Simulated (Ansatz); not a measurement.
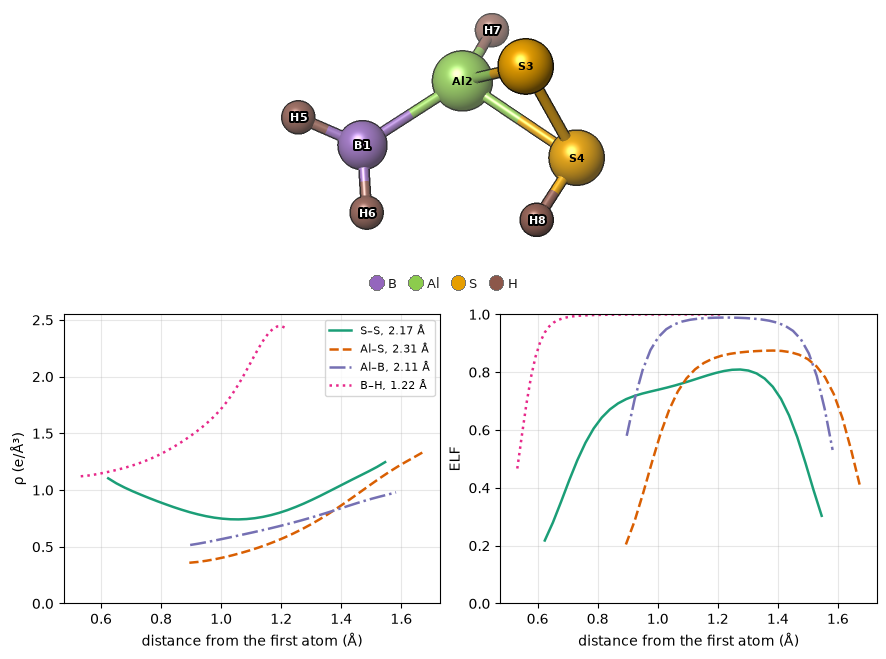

Figure 1: AlBH4S2. Electron density and electron localisation function along straight lines between neighbouring atoms. The curves leave out the atomic cores. The structure is drawn too.

The calculation used RKS BLYP-D4/def2-SVP in Ansatz 0.2.0.

```
atom    x (Å)    y (Å)    z (Å)
   B  -0.8317   1.3304  -0.2983
  Al   0.9443   0.1929  -0.3596
   S   1.1172  -0.7942   1.7185
   S   0.3389  -2.1847   0.2458
   H  -0.8549   2.5413  -0.1819
   H  -1.9230   0.7902  -0.2457
   H   2.2187   0.1166  -1.3095
   H  -1.0094  -1.9926   0.4308
```

Compare the contacts.

S–S (2.17 Å): ρ at the midpoint is about 0.74 e/Å³; the ELF peaks at about 0.80 between the atoms: a shared electron pair.
Al–S (2.31 Å): ρ is about 0.52 e/Å³ halfway; the ELF peaks at about 0.85 in the valence shell of S, 0.9 Å from its nucleus, and is about 0.85 at the midpoint.
Al–B (2.11 Å): the density is about 0.6 e/Å³ at the midpoint; the ELF peaks at about 1 between the atoms, as expected for localised, covalent bonding.
B–H (1.22 Å): ρ is about 1.2 e/Å³ halfway; the ELF climbs to about 1 towards the hydrogen, as it does in any bond to H (a covalent bond by its length).
